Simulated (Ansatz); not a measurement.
# Si (diamond structure), cut as [111] wire, round, centred on atom, 1.02 nm across, axial strain -3.0 %, F-ended

The numbers are results of PBE (plane waves to 420 eV, PAW; Ansatz, a quantum-chemistry and plane-wave program), not measurements.

k-points: Γ-centred 1×1×3 mesh; occupations: Fermi-Dirac, 0.020 eV; spin polarisation not allowed. No spin-orbit coupling.

 The relaxation kept the symmetry of its start, so a lower minimum of less symmetry isn't excluded. The period along the axis is held at the strain named.

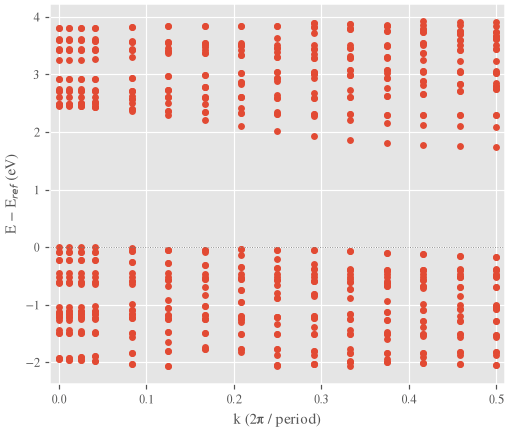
Figure: Levels along the axis at 15 k-points, drawn as points, zero at the top of the valence band

Electronic character: not metallic; Kohn-Sham band gap: 1.75 eV. Only levels within the plotted window are shown.
